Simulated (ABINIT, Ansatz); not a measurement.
# Cs3GaF6 (Fm-3m): G0W0 with ABINIT, start to end, part 2 of 2

Aim: the G0W0 gap of Cs3GaF6 (Fm-3m) on PBEsol, step by step.

ABINIT 10.8.3; PBEsol and many-body steps on it, plane waves. Known limits of the many-body steps: not at the basis limit; no spin-orbit coupling; coarse k mesh.

So far. Step 2 (Ground state): The gap is indirect, with the least direct gap 0.02 eV higher. Step 3 (Empty states on the mesh, 2×2×2 mesh, 409 bands): On this mesh the gap is 5.914 eV.

### Step 4. Screening, 2×2×2 mesh, 373 bands, screening to 217.7 eV

The RPA dielectric matrix is built and inverted for each q.

This step: RPA screening on PBEsol, plane waves, norm-conserving pseudopotentials.

File run.abi:

```
acell 3*1.0 Angstrom
rprim 
  -0.000000000000 4.723900000000 4.723900000000
  4.723900000000 0.000000000000 4.723900000000
  4.723900000000 4.723900000000 0.000000000000
ntypat 3
znucl 55 31 9
natom 10
typat 1 1 1 2 3 3 3 3 3 3
xred 
  0.750000000000 0.750000000000 0.750000000000
  0.250000000000 0.250000000000 0.250000000000
  0.000000000000 0.000000000000 0.000000000000
  0.500000000000 0.500000000000 0.500000000000
  0.296500000000 0.703500000000 0.703500000000
  0.703500000000 0.296500000000 0.703500000000
  0.703500000000 0.296500000000 0.296500000000
  0.296500000000 0.703500000000 0.296500000000
  0.703500000000 0.703500000000 0.296500000000
  0.296500000000 0.296500000000 0.703500000000
pp_dirpath "pseudos"
pseudos "Cs.upf, Ga.upf, F.upf"
ecut 45
ngkpt 2 2 2
nshiftk 1
shiftk 0 0 0
kptopt 1
chksymbreak 0
istwfk *1
occopt 1
irdwfk 1
optdriver 3
nband 373
ecuteps 8
inclvkb 2
awtr 1
symchi 1
indata_prefix "in"
outdata_prefix "out"
tmpdata_prefix "tmp"
```

Launch:

```
OMP_NUM_THREADS=1 mpirun -n 4 abinit run.abi > log
```

Numbers of over 12 decimals in the logs are rounded to 6 here.

What it wrote:

```text
.Version 10.8.3 of ABINIT. v10.8.2 released Aug 2026.

 Symmetries : space group Fm -3 m (#225); Bravais cF (face-center cubic)
[... echo of the input left out ...]
== DATASET  1 ==================================================================
-   mpi_nproc: 4, omp_nthreads: 1 (-1 if OMP is not activated)

--- !DatasetInfo
iteration_state: {dtset: 1, }
dimensions: {natom: 10, nkpt: 3, mband: 373, nsppol: 1, nspinor: 1, nspden: 1, mpw: 20554, }
cutoff_energies: {ecut:  45.0, pawecutdg:  -1.0, }
electrons: {nelect:   9.00000000E+01, charge:   0.00000000E+00, occopt:   1.00000000E+00, tsmear:   1.00000000E-02, }

 SCREENING: Calculation of the susceptibility and dielectric matrices

 Based on a program developped by R.W. Godby, V. Olevano, G. Onida, and L. Reining.
 Incorporated in ABINIT by V. Olevano, G.-M. Rignanese, and M. Torrent.
.Using double precision arithmetic ; gwpc =  8

[... cell and pseudopotentials left out ...]
--------------------------------------------------------------------------------

 ==== K-mesh for the wavefunctions ====
 Number of points in the irreducible wedge :     3
[... list of points left out ...]
 Together with 48 symmetry operations and time-reversal symmetry
 yields     8 points in the full Brillouin Zone.

 ==== Q-mesh for the screening function ====
 Number of points in the irreducible wedge :     3
[... list of points left out ...]
 Together with 48 symmetry operations and time-reversal symmetry
 yields     8 points in the full Brillouin Zone.

 setmesh: FFT mesh size selected  =    60x   60x   60
          total number of points  =       216000

 vcoul_init : cutoff-mode = AUXILIARY_FUNCTION
 q-points for optical limit:   1
     1)      0.000010    0.000020    0.000030

- screening: taking advantage of time-reversal symmetry
- Maximum band index for partially occupied states nbvw = 45
- Remaining bands to be divided among processors   nbcw = 328
- Number of bands treated by each node ~82

 Number of electrons calculated from density =   90.0000; Expected =   90.0000
 average of density, n =  0.063258
 r_s =    1.5569
 omega_plasma =   24.2612 [eV]

 calculating chi0 at frequencies [eV] :
  1    0.000000E+00    0.000000E+00
  2    0.000000E+00    2.426121E+01

--------------------------------------------------------------------------------
  q-point number  1        q = ( 0.000000, 0.000000, 0.000000) [r.l.u.]
--------------------------------------------------------------------------------
[... chi0 elements left out ...]
 For q-point:  0.000010 0.000020 0.000030
  dielectric constant =   2.2371
  dielectric constant without local fields =   2.5312

  Average fulfillment of the sum rule on Im[epsilon] for q-point    1 :     58.84  [%]
[... wings left out ...]
  q-point number  2        q = ( 0.500000, 0.000000, 0.000000) [r.l.u.]
--------------------------------------------------------------------------------
[... chi0 elements left out ...]
  Average fulfillment of the sum rule on Im[epsilon] for q-point    2 :     62.27  [%]

 [... 1 further q-points ...]
```

Run time: 26 min. Hardware: 4 MPI ranks of Intel Xeon 6975P-C (Granite Rapids), shared host; peak memory 8 GiB.

Numbers from this step:

```
ε∞ with local fields, on this mesh, along the program's q direction : 2.237
the same without local fields                                       : 2.531
plasma frequency                                                    : 24.26 eV
plane waves in the screening matrix                                 : 1471
```

Local fields lower ε∞ by 12 %. On a Γ-centred mesh this coarse the value itself is usually too large, while a short band sum pulls it down.

### Step 5. Self-energy, 2×2×2 mesh, 373 bands, screening to 217.7 eV

The self-energy is evaluated for the states that the input lists, and the levels follow from it, in one-shot runs by the linearised quasiparticle equation.

This step: G0W0 on PBEsol, plane waves, norm-conserving pseudopotentials.

Changes to run.abi since step 4:

```diff
@@ -31,8 +31,17 @@
 irdwfk 1
-optdriver 3
+optdriver 4
 nband 373
+gwcalctyp 0
+ecutsigx 45
+symsigma 1
+nkptgw 2
+kptgw 
+  0.5000000000 0.0000000000 0.0000000000
+  0.0000000000 0.0000000000 0.0000000000
+bdgw 
+  44 47
+  43 48
 ecuteps 8
-inclvkb 2
-awtr 1
-symchi 1
+irdscr 1
+ppmodel 1
 indata_prefix "in"
```

What it wrote:

```text
.Version 10.8.3 of ABINIT. v10.8.2 released Aug 2026.

 Symmetries : space group Fm -3 m (#225); Bravais cF (face-center cubic)
[... echo of the input left out ...]
== DATASET  1 ==================================================================
-   mpi_nproc: 4, omp_nthreads: 1 (-1 if OMP is not activated)

--- !DatasetInfo
iteration_state: {dtset: 1, }
dimensions: {natom: 10, nkpt: 3, mband: 373, nsppol: 1, nspinor: 1, nspden: 1, mpw: 20554, }
cutoff_energies: {ecut:  45.0, pawecutdg:  -1.0, }
electrons: {nelect:   9.00000000E+01, charge:   0.00000000E+00, occopt:   1.00000000E+00, tsmear:   1.00000000E-02, }

 SIGMA: Calculation of the GW corrections

 Based on a program developped by R.W. Godby, V. Olevano, G. Onida, and L. Reining.
 Incorporated in ABINIT by V. Olevano, G.-M. Rignanese, and M. Torrent.
.Using double precision arithmetic ; gwpc =  8

[... cell and pseudopotentials left out ...]
--------------------------------------------------------------------------------

 ==== K-mesh for the wavefunctions ====
 Number of points in the irreducible wedge :     3
[... list of points left out ...]
 Together with 48 symmetry operations and time-reversal symmetry
 yields     8 points in the full Brillouin Zone.

 ==== Q-mesh for screening function ====
 Number of points in the irreducible wedge :     3
[... list of points left out ...]
 Together with 48 symmetry operations and time-reversal symmetry
 yields     8 points in the full Brillouin Zone.

 vcoul_init : cutoff-mode = AUXILIARY_FUNCTION
 q-points for optical limit:   1
     1)      0.000010    0.000020    0.000030
 setmesh: FFT mesh size selected  =    80x   80x   80
          total number of points  =       512000

 Number of electrons calculated from density =   90.0000; Expected =   90.0000
 average of density, n =  0.063258
 r_s =    1.5569
 omega_plasma =   24.2612 [eV]

 === KS Band Gaps ===
  >>>> For spin  1
   Minimum direct gap =   5.9384 [eV], located at k-point      :   0.0000  0.0000  0.0000
   Fundamental gap    =   5.9141 [eV], Top of valence bands at :   0.5000  0.0000  0.0000
                                       Bottom of conduction at :   0.0000  0.0000  0.0000
 SIGMA fundamental parameters:
 PLASMON POLE MODEL  1
 number of plane-waves for SigmaX                20395
 number of plane-waves for SigmaC and W           1471
 number of plane-waves for wavefunctions         20395
 number of bands                                   373
 number of independent spin polarizations            1
 number of spinorial components                      1
 number of k-points in IBZ                           3
 number of q-points in IBZ                           3
 number of symmetry operations                      48
 number of k-points in BZ                            8
 number of q-points in BZ                            8
 number of frequencies for dSigma/dE                 9
 frequency step for dSigma/dE [eV]                0.25
 number of omega for Sigma on real axis              0
 max omega for Sigma on real axis  [eV]           0.00
 zcut for avoiding poles [eV]                     0.10

 EPSILON^-1 parameters (SCR file):
 dimension of the eps^-1 matrix on file           1471
 dimension of the eps^-1 matrix used              1471
 number of plane-waves for wavefunctions         20395
 number of bands                                   373
 number of q-points in IBZ                           3
 number of frequencies                               2
 number of real frequencies                          1
 number of imag frequencies                          1

 matrix elements of self-energy operator (all in [eV])

 Perturbative Calculation

--- !SelfEnergy_ee
iteration_state: {dtset: 1, }
kpoint     : [   0.500,    0.000,    0.000, ]
spin       : 1
KS_gap     :    7.612
QP_gap     :   11.279
Delta_QP_KS:    3.667
data: !SigmaeeData |
     Band     E0 <VxcDFT>   SigX SigC(E0)      Z dSigC/dE  Sig(E)    E-E0       E
       44   0.141 -22.204 -29.286   5.055   0.797  -0.255 -23.820  -1.615  -1.474
       45   0.141 -22.204 -29.286   5.055   0.797  -0.255 -23.820  -1.615  -1.474
       46   7.754 -14.545  -9.571  -2.589   0.860  -0.163 -12.494   2.052   9.805
       47   8.097  -9.111  -4.762  -2.813   0.881  -0.135  -7.757   1.353   9.450

--- !SelfEnergy_ee
iteration_state: {dtset: 1, }
kpoint     : [   0.000,    0.000,    0.000, ]
spin       : 1
KS_gap     :    5.938
QP_gap     :    9.031
Delta_QP_KS:    3.093
data: !SigmaeeData |
     Band     E0 <VxcDFT>   SigX SigC(E0)      Z dSigC/dE  Sig(E)    E-E0       E
       43   0.117 -22.229 -29.723   5.385   0.792  -0.262 -23.899  -1.671  -1.554
       44   0.117 -22.229 -29.723   5.385   0.792  -0.262 -23.899  -1.671  -1.554
       45   0.117 -22.229 -29.723   5.385   0.792  -0.262 -23.899  -1.671  -1.554
       46   6.056  -9.990  -5.616  -2.761   0.881  -0.134  -8.568   1.422   7.478
       47   7.760  -7.956  -3.766  -2.748   0.887  -0.128  -6.677   1.278   9.039
       48   7.760  -7.956  -3.766  -2.748   0.887  -0.128  -6.677   1.278   9.039

== END DATASET(S) ==============================================================
================================================================================

 -outvars: echo values of variables after computation  --------
           etotal      0.0000000000E+00
            nband         373
             nkpt           3
          spgroup         225
 [... the other variables as echoed above ...]

 Calculation completed.
```

The job ended after 9.3 min (4 MPI ranks; peak memory 7 GiB; 37 min of CPU time).

Numbers from this step:

- G0W0 gap on the points computed: 8.952 eV
- starting gap on the mesh: 5.914 eV
- k of the valence top: 0.5, 0, 0
- k of the conduction bottom: 0, 0, 0
- Z at the valence top: 0.797
- Z at the conduction bottom: 0.881
- least direct G0W0 gap on the computed points: 9.032 eV

The gap on the mesh goes from 5.91 eV to 8.95 eV, a correction of +3.04 eV.

Limits: finite bands, cutoff and mesh; no spin-orbit coupling; coarse k mesh. v1 is the top filled band, c1 the lowest empty one. The levels before and after the correction (eV, zero at the valence-band top of each column):

```tsv
	conduction bottom	valence top
Kohn-Sham	5.91	0.00
G0W0	8.95	0.00
```

```tsv
	level	energy (eV)
Kohn-Sham	(0.5 0 0) v2-v1	0.000
Kohn-Sham	(0.5 0 0) c1	7.612
Kohn-Sham	(0.5 0 0) c2	7.956
Kohn-Sham	Γ v3-v1	-0.024
Kohn-Sham	Γ c1	5.914
Kohn-Sham	Γ c2-c3	7.619
G0W0	(0.5 0 0) v2-v1	0.000
G0W0	(0.5 0 0) c1	11.279
G0W0	(0.5 0 0) c2	10.924
G0W0	Γ v3-v1	-0.080
G0W0	Γ c1	8.952
G0W0	Γ c2-c3	10.513
```

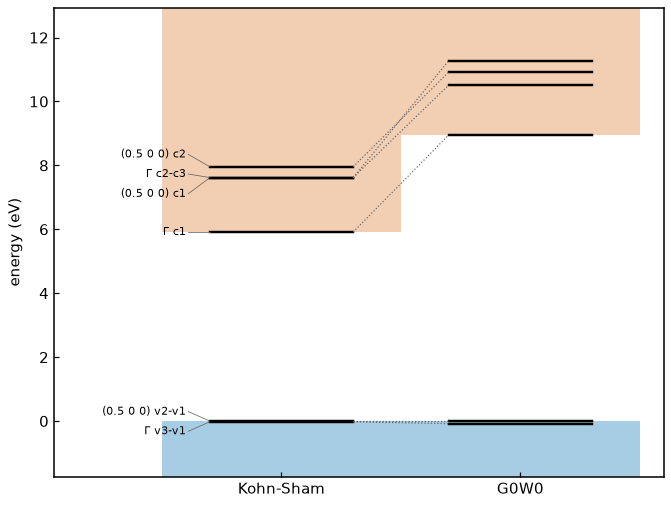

Levels before and after the correction. Shaded: valence and conduction bands.

### Step 6. Where the time went

Times are wall times on the hardware named with each run, good to a factor of about two.

```tsv
step	time	share	memory (GiB)
ground state	6.4 min	10 %	0.97
empty states on the mesh	22 min	35 %	0.9
screening	26 min	40 %	8.0
self-energy	9.3 min	14 %	7.0
```

### Step 7. Summary of results

- PBEsol gap: 5.91 eV, indirect (only 24 meV under the direct gap)
- G0W0 gap on the mesh: 8.95 eV
- GW settings: 2×2×2 mesh, 373 bands, screening to 217.7 eV, Godby-Needs plasmon pole
- known limits: not at the basis limit; no spin-orbit coupling; coarse k mesh

What this shows: G0W0 moves the gap on the mesh from 5.91 eV to 8.95 eV (+3.04 eV), with Z of 0.80 and 0.88 at the edges. Local fields lower the RPA ε∞ on this mesh from 2.53 to 2.24; a Γ-centred mesh this coarse tends to raise both, most where the direct gap is narrow, while a short band sum lowers them. Only 2 of the mesh's irreducible points were corrected, so a valley elsewhere could overtake. Bands and cutoff are finite, so the gap is not at the basis limit. The miss can reach some tenths of an eV and take either sign; the mesh is an error of its own. In the G0W0 run levels were corrected at 2 k points alone, so a gap called «on the mesh» is the least over those, and an edge elsewhere would be missed. The 2×2×2 mesh is coarse for this cell, which bears on the long-range parts of exchange and screening. The many-body steps are scalar-relativistic: spin-orbit coupling is not in them.

[Paths, hosts, dates, memory and timing lines, banners, echoed tables and standing remarks are left out of the program output.]

[Logs are printed without paths, hosts, clocks, repeated set-up lines and the standing remarks that a program may print on its own settings, such as how far it seeks lower states.]

[Runs of the session that timed out or met a known fault of the program may be left out.]

[Hosts, paths, dates, database ids (printed as entryN), source tags and the programs' standing remarks are cut or masked in the printed files.]

[G0W0 gaps are taken among the corrected bands and points alone; a level outside them can change the order at an edge.]

[Where Ansatz stands beside ABINIT at settings called matched, ABINIT's density can come from a denser mesh and the files from another edition; pairs whose starting gaps differed by over 0.03 eV were left out, so agreement reads better than it is.]
